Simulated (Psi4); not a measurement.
# One shape, several levels: CH2FO (SMILES [O]CF)

We compute a comparison of 3 runs (UB3LYP/6-31G*, UPTPSS/aug-cc-pCVDZ) of CH2FO. 

The calculation is run with Psi4 1.11.

### Step 1. Starting point

The species is CH2FO (5 atoms), meant as a doublet with charge 0. As SMILES, `[O]CF`. Geometry: relaxed at PBE0-D4/def2-TZVP.

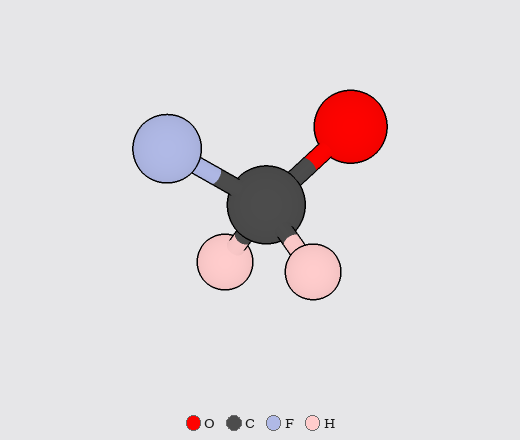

Viewed from a chosen angle; oxygen red, carbon dark grey, fluorine light blue, hydrogen pink.

### Step 2. Energy and forces at UB3LYP/6-31G(d) (Cartesian functions) (run 1)

input.in reads:

```
memory 1600 mb

molecule {
  0 2
  O     -1.122700     0.202700     0.610000
  C     -0.009600    -0.012300    -0.033000
  F      1.105500    -0.174700     0.757200
  H     -0.112900    -0.924800    -0.655200
  H      0.189500     0.835500    -0.720300
  symmetry c1
}

set basis 6-31G*
set reference uks
set puream false
set e_convergence 1e-09
set d_convergence 1e-08
set scf_type pk
set dft_radial_points 99
set dft_spherical_points 590
set maxiter 200

gradient("b3lyp")
```

On the command line:

```console
$ psi4 -n 1 input.in input.out
```

input.out:

```text
[...]
  Running in c1 symmetry.
[...]
  Nuclear repulsion =   72.124732316924849
[...]
  Multiplicity = 2
[...]
  Nalpha       = 13
  Nbeta        = 12
[...]
    Number of basis functions: 49
[...]
   @UKS iter   1:  -214.18014169442509   -3.00551e-01   9.95858e-03 ADIIS/DIIS
[...]
   @UKS iter  13:  -214.29249306710082   -3.69482e-13   2.72237e-09 DIIS
[...]
   @S^2 Observed:                7.537137327E-01
[...]
    Orbital Energies [Eh]
    ---------------------
    Alpha Occupied:
       1A    -24.685353     2A    -19.219276     3A    -10.327756
       4A     -1.205381     5A     -1.069445     6A     -0.680939
       7A     -0.551160     8A     -0.527557     9A     -0.493727
      10A     -0.403806    11A     -0.382102    12A     -0.337847
      13A     -0.329034
    Alpha Virtual:
      14A      0.096922    15A      0.141113    16A      0.154512
      17A      0.217654    18A      0.489545    19A      0.532755
      20A      0.586765    21A      0.741585    22A      0.765390
      23A      0.831875    24A      0.887893    25A      0.918902
[...]
  @UKS Final Energy:  -214.29249306710082
   => Energetics <=
    Nuclear Repulsion Energy =             72.1247323169248489
    One-Electron Energy =                -438.3214358996497140
    Two-Electron Energy =                 172.2672605743467216
    DFT Exchange-Correlation Energy =     -20.3630500587226742
    Empirical Dispersion Energy =           0.0000000000000000
    VV10 Nonlocal Energy =                  0.0000000000000000
    Total Energy =                       -214.2924930671008212
[...]
 Multipole Moments:
 ------------------------------------------------------------------------------------
     Multipole            Electronic (a.u.)      Nuclear  (a.u.)        Total (a.u.)
 ------------------------------------------------------------------------------------
 L = 1.  Multiply by 2.5417464519 to convert [e a0] to [Debye]
 Dipole X            :          1.0853815           -1.0339204            0.0514610
 Dipole Y            :         -0.1261882            0.0880700           -0.0381182
 Dipole Z            :          1.6357458           -2.4280916           -0.7923459
 Magnitude           :                                                    0.7949297
[...]
  -Total Gradient:
     Atom            X                  Y                   Z
    ------   -----------------  -----------------  -----------------
       1        0.012423485170    -0.002306128500    -0.004593521179
       2       -0.007209981478     0.001326004096     0.003976048825
       3       -0.006625421197     0.001020975592    -0.003077959149
       4        0.000893897134     0.001125986811     0.001826290927
       5        0.000502007709    -0.001164467218     0.001859109938
[...]
```

Run time: 32 s. Hardware: 1 thread of Intel Xeon at 2.50GHz (Skylake/Cascade Lake), shared host; peak memory 0.61 GiB.

### Step 3. The energy at UPTPSS/aug-cc-pCVDZ (density fitting, density fitting for correlation) (run 2)

ch2fo.py reads:

```python
import psi4

psi4.set_memory(1600000000)
psi4.set_num_threads(1)
psi4.set_output_file('psi4.out', False)

geom = psi4.geometry("""
0 2
O
C 1 1.303329
F 2 1.376313 1 115.35109
H 2 1.109261 1 109.44467 3 121.31978
H 2 1.109408 4 107.32877 1 -118.68001
symmetry c1
""")

psi4.set_options({
    'basis': 'aug-cc-pCVDZ',
    'reference': 'uks',
    'scf_type': 'df',
    'freeze_core': True,
})

e_tot, wfn = psi4.energy('ptpss', return_wfn=True)
print(f'ptpss energy: {e_tot:.10f} Eh')
for k, v in sorted(psi4.core.scalar_variables().items()):
    print(f'{k:45s} {v:18.10f}')
```

On the command line:

```console
$ python ch2fo.py
```

psi4.out:

```text
[...]
  Running in c1 symmetry.
[...]
  Nuclear repulsion =   72.124728823529651
[...]
  Multiplicity = 2
[...]
  Nalpha       = 13
  Nbeta        = 12
[...]
    Number of basis functions: 99
[...]
   @DF-UKS iter   1:  -213.85848307802877   -4.95094e-01   4.50137e-03 ADIIS/DIIS
[...]
   @DF-UKS iter  10:  -213.96941842088316   -7.35711e-08   5.82647e-07 DIIS
[...]
   @S^2 Observed:                7.577535325E-01
[...]
    Orbital Energies [Eh]
    ---------------------
    Alpha Occupied:
       1A    -25.355443     2A    -19.812205     3A    -10.753002
       4A     -1.388596     5A     -1.242039     6A     -0.791932
       7A     -0.649244     8A     -0.623953     9A     -0.596698
      10A     -0.518837    11A     -0.482825    12A     -0.432994
      13A     -0.413346
    Alpha Virtual:
      14A      0.014973    15A      0.037068    16A      0.061455
      17A      0.063093    18A      0.121421    19A      0.127170
      20A      0.168366    21A      0.186897    22A      0.191843
      23A      0.202530    24A      0.205373    25A      0.226090
[...]
  @DF-UKS Final Energy:  -213.96941842088316
   => Energetics <=
    Nuclear Repulsion Energy =             72.1247288235296509
    One-Electron Energy =                -437.9075395407820679
    Two-Electron Energy =                 164.5574992564186800
    DFT Exchange-Correlation Energy =     -12.7441069600494394
    Empirical Dispersion Energy =           0.0000000000000000
    VV10 Nonlocal Energy =                  0.0000000000000000
    Total Energy =                       -213.9694184208831587
[...]
 Multipole Moments:
 ------------------------------------------------------------------------------------
     Multipole            Electronic (a.u.)      Nuclear  (a.u.)        Total (a.u.)
 ------------------------------------------------------------------------------------
 L = 1.  Multiply by 2.5417464519 to convert [e a0] to [Debye]
 Dipole X            :          0.0001226           -0.0001207            0.0000019
 Dipole Y            :         -1.8697645            2.6233866            0.7536222
 Dipole Z            :          0.0782847            0.3003624            0.3786472
 Magnitude           :                                                    0.8433979
[...]
```

On the terminal:

```text
ptpss energy: -214.1418098861 Eh
CURRENT ENERGY                                   -214.1418098861
CURRENT REFERENCE ENERGY                         -213.9694184209
DD SOLVATION ENERGY                                 0.0000000000
DFT FUNCTIONAL TOTAL ENERGY                      -213.9694184209
DFT TOTAL ENERGY                                 -214.1418098861
DFT VV10 ENERGY                                     0.0000000000
DFT XC ENERGY                                     -12.7441069600
DOUBLE-HYBRID CORRECTION ENERGY                    -0.1723914653
GRID ELECTRONS ALPHA                               12.9999963401
GRID ELECTRONS BETA                                11.9999999394
GRID ELECTRONS TOTAL                               24.9999962795
NUCLEAR REPULSION ENERGY                           72.1247288235
ONE-ELECTRON ENERGY                              -437.9075395408
PCM POLARIZATION ENERGY                             0.0000000000
PE ENERGY                                           0.0000000000
PTPSS DOUBLE-HYBRID CORRECTION ENERGY              -0.1723914653
PTPSS TOTAL ENERGY                               -214.1418098861
SCF ITERATION ENERGY                             -213.9694184209
SCF ITERATIONS                                     10.0000000000
SCF TOTAL ENERGY                                 -213.9694184209
TWO-ELECTRON ENERGY                               164.5574992564
XC GRID RADIAL POINTS                              75.0000000000
XC GRID SPHERICAL POINTS                          302.0000000000
XC GRID TOTAL POINTS                           110092.0000000000
```

It took 39 s on 1 thread of Intel Xeon at 2.50GHz (Skylake/Cascade Lake), shared host; peak memory 0.94 GiB.

### Step 4. A single-point energy at UPTPSS/aug-cc-pCVDZ (sfX2C, density fitting, density fitting for correlation) (run 3)

ch2fo.sdf reads:

```

     RDKit          3D

  5  4  0  0  0  0  0  0  0  0999 V2000
   -1.1227    0.2027    0.6100 O   0  0  0  0  0  1  0  0  0  0  0  0
   -0.0096   -0.0123   -0.0330 C   0  0  0  0  0  0  0  0  0  0  0  0
    1.1055   -0.1747    0.7572 F   0  0  0  0  0  0  0  0  0  0  0  0
   -0.1129   -0.9248   -0.6552 H   0  0  0  0  0  0  0  0  0  0  0  0
    0.1895    0.8355   -0.7203 H   0  0  0  0  0  0  0  0  0  0  0  0
  2  1  1  0
  3  2  1  0
  4  2  1  0
  5  2  1  0
M  RAD  1   1   2
M  END
$$$$
```

calc.py reads:

```python
import psi4
from rdkit import Chem

psi4.set_memory('1600 MB')
psi4.set_num_threads(1)
psi4.set_output_file('output.dat', False)

rd = Chem.SDMolSupplier('ch2fo.sdf', removeHs=False, sanitize=False)[0]
xyz = rd.GetConformer().GetPositions()
atoms = '\n'.join(f'{a.GetSymbol()} {x:.4f} {y:.4f} {z:.4f}' for a, (x, y, z) in zip(rd.GetAtoms(), xyz))
m = psi4.geometry('0 2\n' + atoms + '\nsymmetry c1')

psi4.set_options({
    'basis': 'aug-cc-pCVDZ',
    'reference': 'uks',
    'scf_type': 'df',
    'freeze_core': True,
    'relativistic': 'x2c',
})

e = psi4.energy('ptpss', molecule=m)
print(f'total energy {e:.8f} hartree = {e * 27.211386:.5f} eV')
```

On the command line:

```console
$ python calc.py
```

output.dat:

```text
[...]
  Running in c1 symmetry.
[...]
  Nuclear repulsion =   72.124732316924849
[...]
  Multiplicity = 2
[...]
  Nalpha       = 13
  Nbeta        = 12
[...]
    Number of basis functions: 99
[...]
    WARNING: The X2C and Dirac Hamiltonians have substatially different eigenvalues!
             This is probably caused by the recontraction of the basis set.
[...]
   @DF-UKS iter   1:  -214.00255568622075   -4.97096e-01   4.56210e-03 ADIIS/DIIS
[...]
   @DF-UKS iter  10:  -214.11497673437745   -7.37629e-08   5.85123e-07 DIIS
[...]
   @S^2 Observed:                7.577491028E-01
[...]
    Orbital Energies [Eh]
    ---------------------
    Alpha Occupied:
       1A    -25.374647     2A    -19.823362     3A    -10.755654
       4A     -1.390951     5A     -1.243504     6A     -0.792395
       7A     -0.648950     8A     -0.623640     9A     -0.596506
      10A     -0.518481    11A     -0.482445    12A     -0.432706
      13A     -0.413111
    Alpha Virtual:
      14A      0.014972    15A      0.037083    16A      0.061408
      17A      0.063029    18A      0.121429    19A      0.127155
      20A      0.168353    21A      0.186849    22A      0.191846
      23A      0.202509    24A      0.205446    25A      0.225922
[...]
  @DF-UKS Final Energy:  -214.11497673437745
   => Energetics <=
    Nuclear Repulsion Energy =             72.1247323169248489
    One-Electron Energy =                -438.1159166640466083
    Two-Electron Energy =                 164.6377050143852330
    DFT Exchange-Correlation Energy =     -12.7614974016409306
    Empirical Dispersion Energy =           0.0000000000000000
    VV10 Nonlocal Energy =                  0.0000000000000000
    Total Energy =                       -214.1149767343774499
[...]
 Multipole Moments:
 ------------------------------------------------------------------------------------
     Multipole            Electronic (a.u.)      Nuclear  (a.u.)        Total (a.u.)
 ------------------------------------------------------------------------------------
 L = 1.  Multiply by 2.5417464519 to convert [e a0] to [Debye]
 Dipole X            :          0.9861730           -1.0339204           -0.0477475
 Dipole Y            :         -0.1109151            0.0880700           -0.0228452
 Dipole Z            :          1.5876452           -2.4280916           -0.8404465
 Magnitude           :                                                    0.8421116
[...]
```

On the terminal:

```text
total energy -214.28746657 hartree = -5831.05897 eV
```

Wall time 37 s (1 thread of Intel Xeon at 2.50GHz (Skylake/Cascade Lake), shared host); peak memory 0.97 GiB.

### Step 5. The series

```tsv
run	level	task	integrals	energy (Eh)	HOMO energy (eV)	LUMO energy (eV)	⟨S²⟩	wall time
1	UB3LYP/6-31G* (Cartesian functions)	gradient	pk	-214.292493	-8.61	-4.43	0.754	32 s
2	UPTPSS/aug-cc-pCVDZ (density fitting, density fitting for correlation)	energy	df	-214.141810	-11.03	-2.33	0.758	39 s
3	UPTPSS/aug-cc-pCVDZ (sfX2C, density fitting, density fitting for correlation)	energy	df	-214.287467	-11.02	-2.32	0.758	37 s
```

### Step 6. What came out

| quantity | value |
| --- | --- |
| run 3: total energy | -214.28747 Eh |
| run 3: HOMO energy (SCF part's orbitals) (highest over α and β) | -11.02 eV |
| run 3: LUMO energy (SCF part's orbitals) (lowest over α and β) | -2.32 eV |
| run 3: ⟨S²⟩ | 0.758 |

**Reading.** Totals of different functionals can't be ranked against each other. All runs together took 1.8 min, the longest 39 s.
